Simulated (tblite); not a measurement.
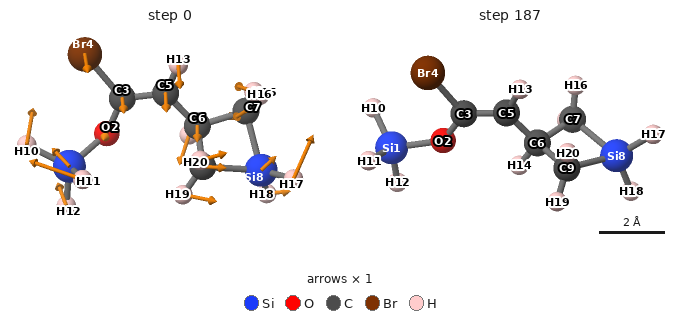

The structure of C5H11BrOSi2 before (left) and after (right) a relaxation, at one scale. The orange arrows give the displacements, at their true length.

A ball-and-stick model, seen face on.

Computed with tblite, GFN2-xTB geometry optimisation, gas phase. 

Summarise the run.

Answer. H11 moves most after the best rigid fit: 1.90 Å. By element the largest moves are H 1.90 Å, Br 1.07 Å, Si 0.97 Å, C 0.86 Å, O 0.50 Å. Some distances before and after: Si1–Br4 3.542 → 3.311 Å, O2–C3 1.398 → 1.320 Å, C3–Br4 1.869 → 1.931 Å, Si1–O2 1.670 → 1.638 Å. Among the angles between lasting bonds that change: Si1–O2–C3 119.7° → 132.8°, O2–Si1–H12 108.3° → 96.8°, H11–Si1–H12 108.3° → 114.6°. Groups turn about O2–C3 by about 55°, C5–C6 by about 50°. After 187 geometry steps the energy has fallen by 0.637 eV.
